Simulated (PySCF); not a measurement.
C2H5N, SMILES `C=CN`.

PySCF calculation, ωB97X/aug-cc-pVDZ, gas phase; geometry: GFN2-xTB. No frequency check shows the geometry to be a minimum.

Cartesian coordinates (Å):

```
C1       1.2327   -0.1962    0.0148
C2       0.0685    0.4395    0.0022
N3      -1.1689   -0.1724   -0.0823
H4       1.2881   -1.2716    0.0260
H5       2.1626    0.3392   -0.0031
H6       0.0230    1.5203   -0.0158
H7      -1.1622   -1.1612    0.1208
H8      -1.9364    0.3202    0.3459
```

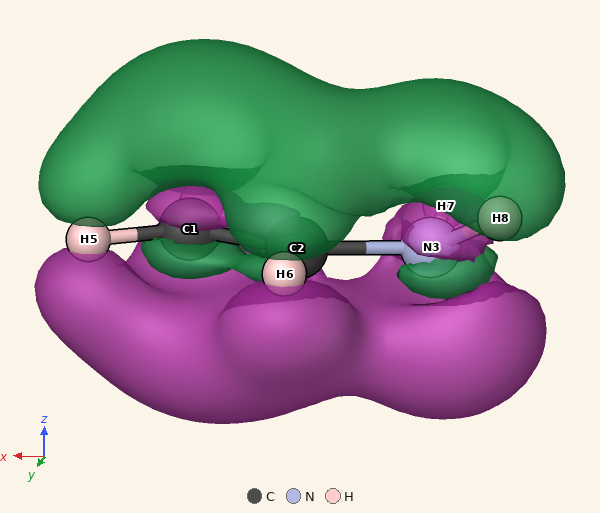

Change of the electron density in a uniform field of 0.26 V/Å, surfaces at ±0.001 e/Å³ (green: gain, purple: loss).

Along which Cartesian direction does the field point?

Along −z: electrons gather on the +z side, against the field.

How large is the response?

The induced dipole is 0.37 D (along the field); α along this axis, from the fields in both directions, is 29 bohr³ (4.3 Å³).

Which atoms gain and lose the most charge?

Electrons gather most on H8 (Hirshfeld charge changes by −0.003 e) and leave N3 most (+0.004 e); 0.038 electrons are displaced in all.
